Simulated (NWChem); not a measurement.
**CH3BCl (SMILES C[B]Cl): UB3LYP/def2-SVP**

Aim: energy and gradient of CH3BCl. 

Program for the calculation: NWChem 7.3.0.

3 further runs of the same task are left out: 3 set aside as unsound or not needed.

### 1 The structure to begin with

CH3BCl has 6 atoms, charge 0, and is taken as a doublet. As SMILES, `C[B]Cl`. Geometry: relaxed at PBE0-D4/def2-TZVP.

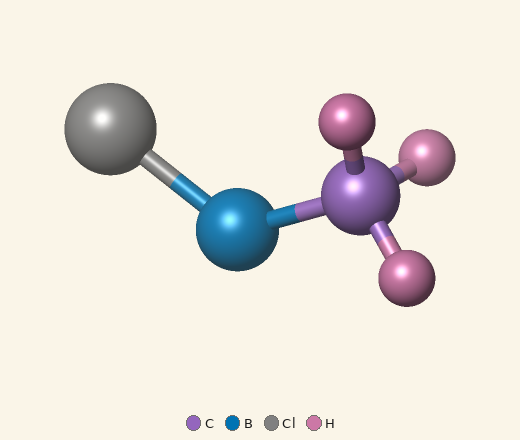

The structure, seen from a chosen angle (carbon purple, boron blue, chlorine grey, hydrogen pink).

### 2 Energy and forces at UB3LYP/def2-SVP

Input file ch3bcl.nw:

```
start ch3bcl
title "CH3BCl"
memory total 2200 mb

geometry units angstrom noautosym nocenter noautoz
 C    -0.289900    0.325200   -0.312400
 B     0.195300   -1.059500    0.167700
 Cl    1.467800   -1.355700    1.297800
 H    -1.073500    0.641700    0.390700
 H     0.494200    1.088800   -0.289700
 H    -0.752000    0.295400   -1.300400
end

basis spherical bse
 * library def2-SVP
end

dft
 xc b3lyp
 mult 2
 grid lebedev 99 14
 convergence energy 1e-08
 maxiter 100
 mulliken
 noprint "final vectors analysis"
end

task dft gradient
```

Run with:

```bash
$ nwchem ch3bcl.nw > ch3bcl.out
```

Standard output:

```text
Northwest Computational Chemistry Package (NWChem) 7.3.0
             --------------------------------------------------------

           Job information
           ---------------

    nwchem branch   = 7.3.0
    use scalapack   = T
    input           = ch3bcl.nw
    prefix          = ch3bcl.
    data base       = ./ch3bcl.db
    status          = startup
    nproc           =        1

           Memory information
           ------------------

    heap     =     72089594 doubles =      550.0 Mbytes
    stack    =     72089599 doubles =      550.0 Mbytes
    global   =    144179200 doubles =     1100.0 Mbytes (distinct from heap & stack)
    total    =    288358393 doubles =     2200.0 Mbytes
    verify   = yes
    hardfail = no

           Directory information
           ---------------------

  0 permanent = .
  0 scratch   = .

                                NWChem Input Module
                                -------------------

                                      CH3BCl
                                      ------

 Scaling coordinates for geometry "geometry" by  1.889725989
 (inverse scale =  0.529177249)

                             Geometry "geometry" -> ""
                             -------------------------

 Output coordinates in angstroms (scale by  1.889725989 to convert to a.u.)

  No.       Tag          Charge          X              Y              Z
 ---- ---------------- ---------- -------------- -------------- --------------
    1 C                    6.0000    -0.28990000     0.32520000    -0.31240000
    2 B                    5.0000     0.19530000    -1.05950000     0.16770000
    3 Cl                  17.0000     1.46780000    -1.35570000     1.29780000
    4 H                    1.0000    -1.07350000     0.64170000     0.39070000
    5 H                    1.0000     0.49420000     1.08880000    -0.28970000
    6 H                    1.0000    -0.75200000     0.29540000    -1.30040000

      Atomic Mass
      -----------

      C                 12.000000
      B                 11.009310
      Cl                34.968850
      H                  1.007825

 Effective nuclear repulsion energy (a.u.)      76.0293572237

            Nuclear Dipole moment (a.u.)
            ----------------------------
        X                 Y               Z
 ---------------- ---------------- ----------------
    43.1961125374   -46.0475200815    37.4681640934

            XYZ format geometry
            -------------------
     6
 geometry
 C                    -0.28990000     0.32520000    -0.31240000
 B                     0.19530000    -1.05950000     0.16770000
 Cl                    1.46780000    -1.35570000     1.29780000
 H                    -1.07350000     0.64170000     0.39070000
 H                     0.49420000     1.08880000    -0.28970000
 H                    -0.75200000     0.29540000    -1.30040000

 ==============================================================================
                                internuclear distances
 ------------------------------------------------------------------------------
       center one      |      center two      | atomic units |  angstroms
 ------------------------------------------------------------------------------
    2 B                |   1 C                |     2.91735  |     1.54380
    3 Cl               |   2 B                |     3.26443  |     1.72746
    4 H                |   1 C                |     2.07745  |     1.09934
    5 H                |   1 C                |     2.06872  |     1.09472
    6 H                |   1 C                |     2.06194  |     1.09113
 ------------------------------------------------------------------------------
                         number of included internuclear distances:          5
 ==============================================================================

 ==============================================================================
                                 internuclear angles
 ------------------------------------------------------------------------------
        center 1       |       center 2       |       center 3       |  degrees
 ------------------------------------------------------------------------------
    2 B                |   1 C                |   4 H                |   106.46
    2 B                |   1 C                |   5 H                |   113.21
    2 B                |   1 C                |   6 H                |   112.97
    4 H                |   1 C                |   5 H                |   107.25
    4 H                |   1 C                |   6 H                |   106.57
    5 H                |   1 C                |   6 H                |   109.95
    1 C                |   2 B                |   3 Cl               |   126.07
 ------------------------------------------------------------------------------
                            number of included internuclear angles:          7
 ==============================================================================

 Summary of "ao basis" -> "" (spherical)
 ------------------------------------------------------------------------------
       Tag                 Description            Shells   Functions and Types
 ---------------- ------------------------------  ------  ---------------------
 *                          def2-SVP                  on all atoms

                                 NWChem DFT Module
                                 -----------------

                                      CH3BCl

                      Basis "ao basis" -> "ao basis" (spherical)
                      -----
  [basis functions not shown]

[... 20 lines left out ...]
  convergence criterion.
[... 1 line left out ...]
  convergence criterion.
[... 15 lines left out ...]
          Convergence on energy requested:  1.00D-08
          Convergence on density requested:  1.00D-05
          Convergence on gradient requested:  5.00D-04
[... 23 lines left out ...]
          Spatial weights used:  Erf1
[... 1 line left out ...]
          Convergence Information
[... 1 line left out ...]
          Convergence aids based upon iterative change in
          total energy or number of iterations.
[... 69 lines left out ...]
   convergence    iter        energy       DeltaE   RMS-Dens  Diis-err    time
[... 13 lines left out ...]
         Total DFT energy =     -524.755387675362
      One electron energy =     -871.809082052603
           Coulomb energy =      309.869094856870
    Exchange-Corr. energy =      -38.844757703312
 Nuclear repulsion energy =       76.029357223684
[... 44 lines left out ...]
     ------------------------------------------
      Spin Density - Lowdin Population Analysis
     ------------------------------------------

    Atom       Charge   Shell Charges
 -----------   ------   -------------------------------------------------------
    1 C    6     0.04   0.00  0.01 -0.00  0.02 -0.00  0.01
    2 B    5     0.85   0.01  0.10  0.12  0.43  0.17  0.01
    3 Cl  17     0.08   0.00  0.00  0.00  0.00  0.00  0.04  0.02  0.01
    4 H    1     0.00  -0.00  0.00  0.00
    5 H    1     0.03   0.01  0.01  0.00
    6 H    1     0.01   0.01 -0.00  0.00

   alpha - beta orbital overlaps
   -----------------------------

   alpha      1      2      3      4      5      6      7      8      9     10
    beta      1      2      3      4      5      6      7      8      9     10
 overlap   1.000  1.000  1.000  0.987  1.000  0.987  1.000  1.000  1.000  0.992

   alpha     11     12     13     14     15     16     17     18     19     20
    beta     11     12     13     14     15     16     17     18     19     20
 overlap   0.731  0.731  0.998  0.998  0.987  0.976  0.999  0.993  0.994  0.999

   alpha     21     22     23     24     25     26     27     28     29     30
    beta     21     22     23     25     24     26     27     28     29     30
 overlap   0.992  0.985  0.994  0.706  0.847  0.849  0.999  0.996  0.997  0.999

   alpha     31     32     33     34     35     36     37     38     39     40
    beta     31     32     33     34     35     36     37     38     39     40
 overlap   0.938  0.940  0.995  0.991  0.994  0.985  0.971  0.982  0.995  0.998

   alpha     41     42     43     44     45     46     47     48     49     50
    beta     41     42     43     44     45     46     47     48     49     50
 overlap   0.982  0.982  0.991  0.987  0.991  0.992  0.994  0.902  0.901  0.998

   alpha     51     52     53     54     55     56     57     58     59     60
    beta     51     52     53     54     55     56     57     58     59     60
 overlap   0.998  0.998  1.000  1.000  1.000  1.000  1.000  1.000  1.000  1.000

   alpha     61
    beta     61
 overlap   1.000

     --------------------------
     Expectation value of S2:
     --------------------------
      <S2> =      0.7517 (Exact =     0.7500)

 center of mass
 --------------
 x =   1.50730662 y =  -1.64579821 z =   1.30949078

 moments of inertia (a.u.)
 ------------------
         236.955941038532         110.679377747067        -124.135697732893
         110.679377747067         260.554702787629         101.196495379078
        -124.135697732893         101.196495379078         261.613523042282

     Multipole analysis of the density
     ---------------------------------

     L   x y z        total         alpha         beta         nuclear
     -   - - -        -----         -----         ----         -------
     0   0 0 0     -0.000000    -16.000000    -15.000000     31.000000

     1   1 0 0     -0.104555    -21.703626    -21.597042     43.196113
[... 8 lines of this table left out ...]
     2   0 0 2    -18.656751    -66.108848    -64.274485    111.726582

            General Information
            -------------------
          SCF calculation type: DFT
          Wavefunction type:  spin polarized.
          No. of atoms     :     6
          No. of electrons :    31
           Alpha electrons :    16
            Beta electrons :    15
          Charge           :     0
          Spin multiplicity:     2
          Use of symmetry is: off; symmetry adaption is: off
          Maximum number of iterations: 100
          AO basis - number of functions:    61
                     number of shells:    29
          Convergence on energy requested:  1.00D-08
          Convergence on density requested:  1.00D-05
          Convergence on gradient requested:  5.00D-04

              XC Information
              --------------
                         B3LYP Method XC Potential
                     Hartree-Fock (Exact) Exchange  0.200
                        Slater Exchange Functional  0.800 local
                    Becke 1988 Exchange Functional  0.720 non-local
              Lee-Yang-Parr Correlation Functional  0.810
                  VWN I RPA Correlation Functional  0.190 local

             Grid Information
             ----------------
          Grid used for XC integration:  lebedev
          Radial quadrature: Mura-Knowles
          Angular quadrature: Lebedev.
          Tag              B.-S. Rad. Rad. Pts. Rad. Cut. Ang. Pts.
          ---              ---------- --------- --------- ---------
          C                   0.70       99           9.0       590
          B                   0.85       99           8.0       590
          Cl                  1.00       99          11.0       590
          H                   0.35       99          10.0       590
          Grid pruning is: on
          Number of quadrature shells:   594
          Spatial weights used:  Erf1

          Convergence Information
          -----------------------
          Convergence aids based upon iterative change in
          total energy or number of iterations.
          Levelshifting, if invoked, occurs when the
          HOMO/LUMO gap drops below (HL_TOL):  1.00D-02
          DIIS, if invoked, will attempt to extrapolate
          using up to (NFOCK): 10 stored Fock matrices.

                    Damping( 0%)  Levelshifting(0.5)       DIIS
                  --------------- ------------------- ---------------
          dE  on:    start            ASAP                start
          dE off:    2 iters        100 iters           100 iters

      Screening Tolerance Information
      -------------------------------
          Density screening/tol_rho:  1.00D-11
          AO Gaussian exp screening on grid/accAOfunc:  18
          CD Gaussian exp screening on grid/accCDfunc:  20
          XC Gaussian exp screening on grid/accXCfunc:  20
          Schwarz screening/accCoul:  1.00D-09

                            NWChem DFT Gradient Module
                            --------------------------

                                      CH3BCl

  charge          =   0.00
  wavefunction    = open shell

                         DFT ENERGY GRADIENTS

    atom               coordinates                        gradient
                 x          y          z           x          y          z
   1 C      -0.547832   0.614539  -0.590350   -0.000532   0.001526  -0.000177
   2 B       0.369063  -2.002165   0.316907    0.003755   0.003031   0.002954
   3 Cl      2.773740  -2.561902   2.452486   -0.005812   0.001849  -0.005136
   4 H      -2.028621   1.212637   0.738316    0.004223  -0.001649  -0.003574
   5 H       0.933903   2.057534  -0.547454   -0.004430  -0.004631   0.000068
   6 H      -1.421074   0.558225  -2.457400    0.002795  -0.000125   0.005865

                 ----------------------------------------
                 |  Time  |  1-e(secs)   |  2-e(secs)   |
                 ----------------------------------------
                 |  CPU   |       0.00   |       0.92   |
                 ----------------------------------------
                 |  WALL  |       0.00   |       0.92   |
                 ----------------------------------------

 Task  times  cpu:        9.7s     wall:        9.7s
 Total times  cpu:        9.7s     wall:        9.7s
```

It took 10 s on 1 thread of Intel Xeon 6975P-C (Granite Rapids), shared host; peak memory 0.12 GiB.

### 3 Outcome

At UB3LYP/def2-SVP:

| quantity | value |
| --- | --- |
| total energy | -524.75539 Eh |
| dipole moment | 1.30 D |
| ⟨S²⟩ | 0.752 |
| largest force on an atom | 0.410 eV/Å |

In words: The largest force is 0.41 eV/Å: the shape isn't a stationary point for this species at this level.
